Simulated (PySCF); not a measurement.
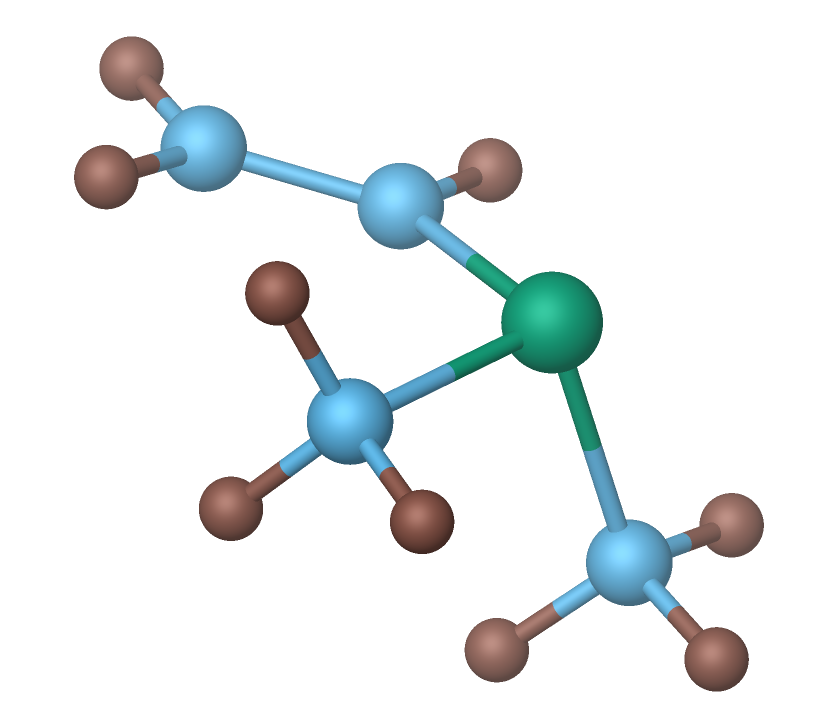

The picture shows a molecular structure as a ball-and-stick model. Colours: carbon blue, phosphorus teal, hydrogen brown.

Description:

It has 14 atoms: 4 carbon, 9 hydrogen and 1 phosphorus (C₄H₉P). SMILES: `C=CP(C)C`. It has no ring. Among its groups: alkene. This geometry has C1 symmetry. Coordination: 2 C trigonal planar; 1 P trigonal pyramidal; 2 C tetrahedral.

More results for the same structure follow; atom numbers are the same in all pictures, views and colours differ. The geometry was computed by an optimisation with PBE0-D3(BJ)/def2-SVP. No frequency run is at hand to confirm it as a minimum.

**Bond orders**

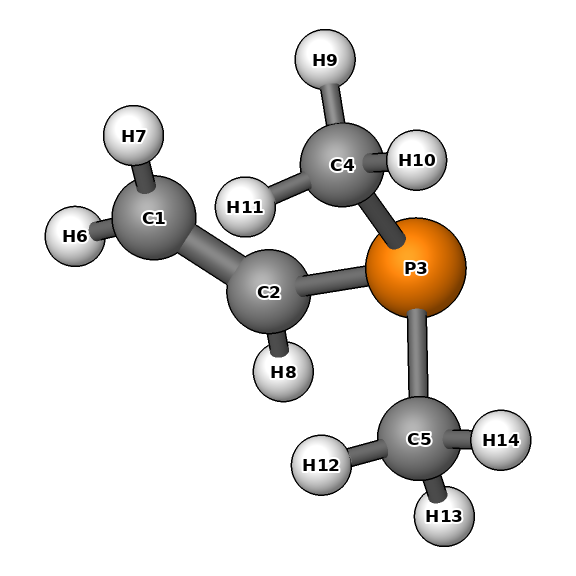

The thickness of each stick grows with its Mayer bond order. No frequency run is at hand to confirm it as a minimum. Method: PBE0/def2-TZVP (PySCF 2.14.0).

List the Mayer bond orders of C1–C2, C1–H6, C1–H7, C2–P3, C2–H8, P3–C4, P3–C5, C4–H9, C4–H10, C4–H11, C5–H12, C5–H13, C5–H14.

| bond | Mayer order | length (Å) |
| --- | --- | --- |
| C1–C2 | 1.92 | 1.337 |
| C1–H6 | 0.95 | 1.094 |
| C1–H7 | 0.95 | 1.094 |
| C2–P3 | 1.07 | 1.819 |
| C2–H8 | 0.93 | 1.099 |
| P3–C4 | 1.02 | 1.844 |
| P3–C5 | 0.99 | 1.853 |
| C4–H9 | 0.95 | 1.100 |
| C4–H10 | 0.95 | 1.100 |
| C4–H11 | 0.95 | 1.102 |
| C5–H12 | 0.95 | 1.101 |
| C5–H13 | 0.95 | 1.101 |
| C5–H14 | 0.95 | 1.101 |

**Electronic properties**

No frequency run is at hand to confirm it as a minimum. Level of theory: PBE0/6-311+G(2d,p), gas phase (PySCF 2.14.0).

Predict the main results.

- dipole moment: 1.25 D
- HOMO energy (Kohn–Sham orbital): −6.32 eV
- LUMO energy (Kohn–Sham orbital): −0.31 eV
- HOMO–LUMO gap: 6.00 eV

**NMR shielding**

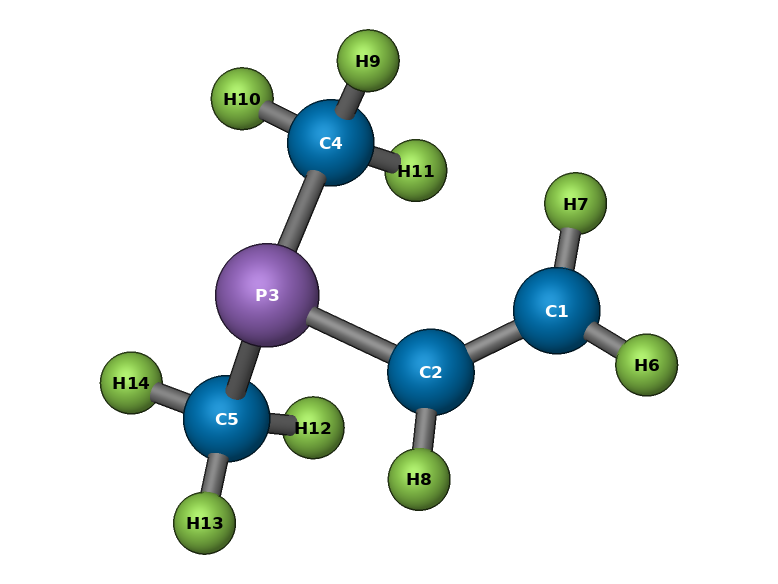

No frequency run is at hand to confirm it as a minimum. Properties computed with GIAO PBE0/def2-TZVP NMR shielding, non-relativistic, gas phase (PySCF 2.14.0). Principal shieldings σ11 ≤ σ22 ≤ σ33, span Ω = σ33 − σ11, skew κ = 3(σiso − σ22)/Ω.

Give the shielding tensors of the P atoms.

```
atom    σ11    σ22    σ33   σiso      Ω     κ
  P3  295.8  340.8  403.2  346.6  107.4  0.16
```

Shieldings and span in ppm.
